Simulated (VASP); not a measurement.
Band structure of Ir (fcc). Level of theory: TPSS meta-GGA, VASP's PBE PAW potentials (set 64) (plane waves; VASP).

Unless said otherwise, spin-orbit coupling is left out, though it shifts the bands of the heavy elements here.

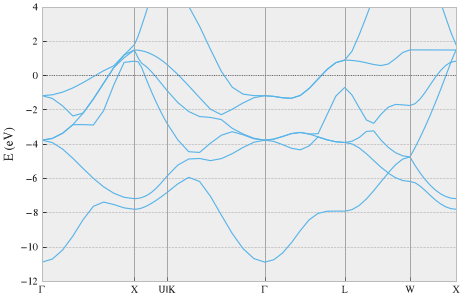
Fig. 1. Bands along high-symmetry lines, zero at the valence-band maximum or, without a gap, the Fermi level

Problem. Read the plot: is there a gap, and where are the band edges?

Solution. It has no gap at this level: it comes out as a metal or semimetal.

The compound is Ir in the fcc structure. It was relaxed first.
